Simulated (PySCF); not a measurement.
GaO (charge +1, triplet)

```xyz
2

Ga    0.0000    0.0000   -0.3618
O     0.0000    0.0000    1.5592
```

The calculation used PBE0/def2-SVP, non-relativistic Hamiltonian with scalar-relativistic core potentials where named, at a bond length of 1.921 Å in PySCF.

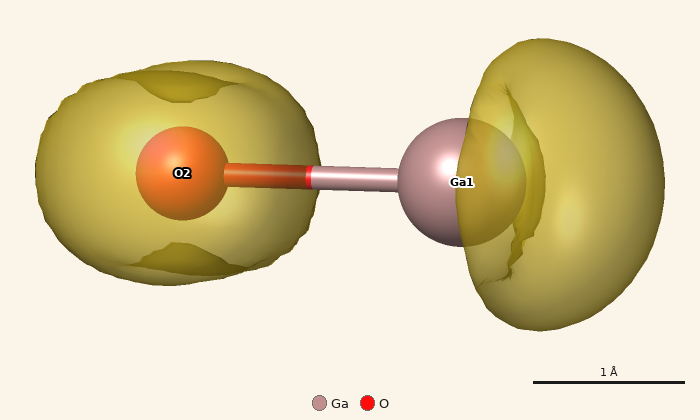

Figure 1. Isosurface of the spin density (α minus β) at +0.06 e/Å³ (yellow), seen from one side.

**Describe the spin distribution.**

The unpaired spin (2 electrons) lies mostly on O2 (about 1.4) and Ga1 (about 0.6), in electrons by Hirshfeld's partition.

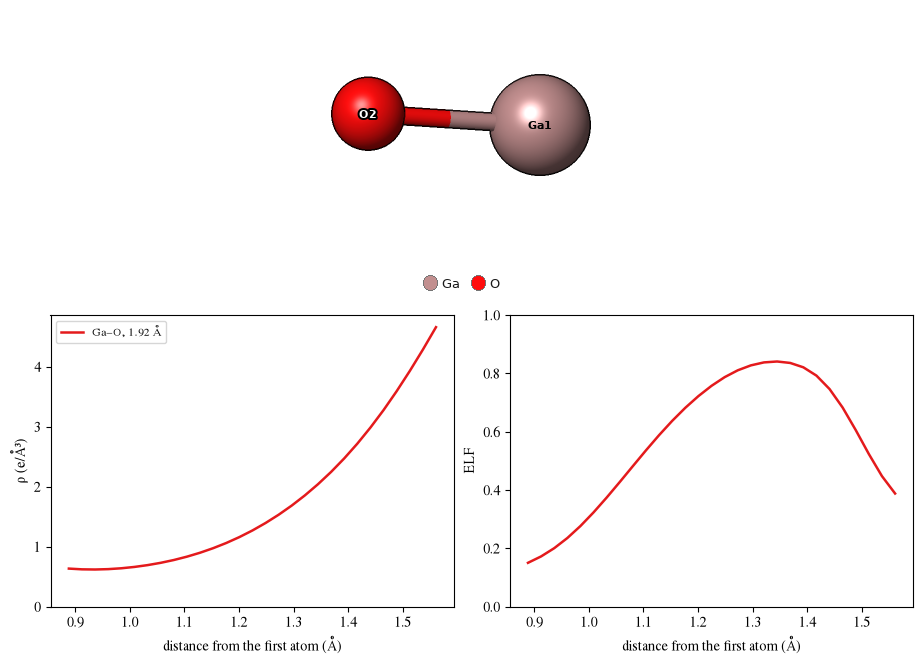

Figure 2. Electron density and ELF along straight lines between neighbouring atoms. The curves leave out the atomic cores. The structure is drawn too.

**What can be read from the curves?**

Ga–O (1.92 Å): ρ is about 0.62 e/Å³ halfway; the ELF peaks at about 0.85 in the valence shell of O, 0.6 Å from its nucleus, and is about 0.25 at the midpoint.
